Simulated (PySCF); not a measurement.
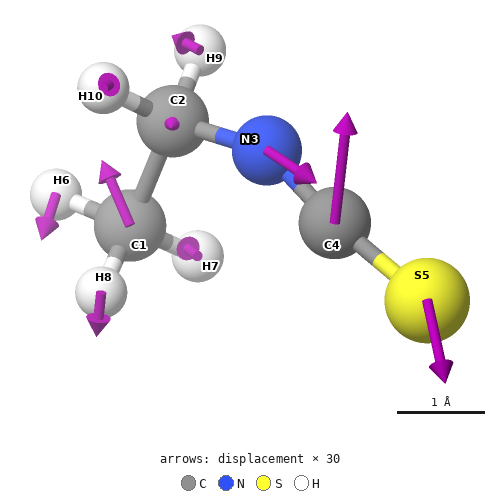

This is a relaxation of C3H5NS. The starting structure is drawn; purple arrows show the displacements, 30 times their true length. The two geometries are superimposed by the best rigid fit.

A ball-and-stick model, seen from a free direction.

The start comes from GFN2-xTB. Its atoms were then displaced at random by about 0.01 Å.

All numbers below come from PBE0-D3(BJ)/def2-TZVP geometry optimisation, gas phase (PySCF 2.14.0, density-fitted response routines). 

What did the optimiser do to the structure, and how much energy did it gain?

Answer. The largest move after the best rigid fit is that of C4, 0.045 Å. Largest moves by element: C 0.045 Å, S 0.035 Å, N 0.027 Å, H 0.021 Å. Some distances before and after: N3–C4 1.229 → 1.182 Å, C4–S5 1.531 → 1.578 Å, C1–H8 1.064 → 1.091 Å, C1–H6 1.117 → 1.092 Å. Bond angles that change, for instance: N3–C4–S5 172.8° → 176.4°, C2–C1–H6 107.0° → 109.8°, H7–C1–H8 110.9° → 108.4°. After 7 geometry steps the energy has fallen by 4.70 kcal/mol. Cost: 78 s on 1 thread of Intel(R) Xeon(R) 6975P-C, with other jobs on the host.
